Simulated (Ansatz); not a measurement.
The parent structure is CdS in the zinc blende structure (space group F-43m, No. 216; a = 5.927 Å).

Perturbation: every Cd is replaced by Be, then cell and atoms are relaxed.

Method: plane-wave PAW DFT at the PBE level (Ansatz, a first-principles code, 420 eV), no spin-orbit coupling, earlier PAW set.

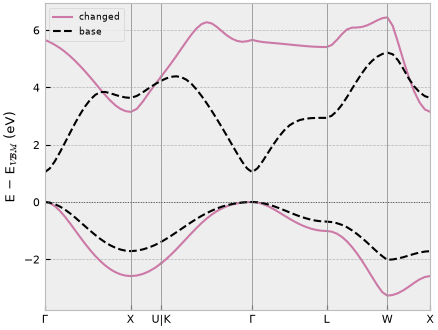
*Highest valence and lowest conduction band along the path, each from its own valence-band maximum*

Task: Read the changed gap and its character from the plot.

Result: About 3.1 eV, indirect, Γ → X.

Stability against distortions was not tested.
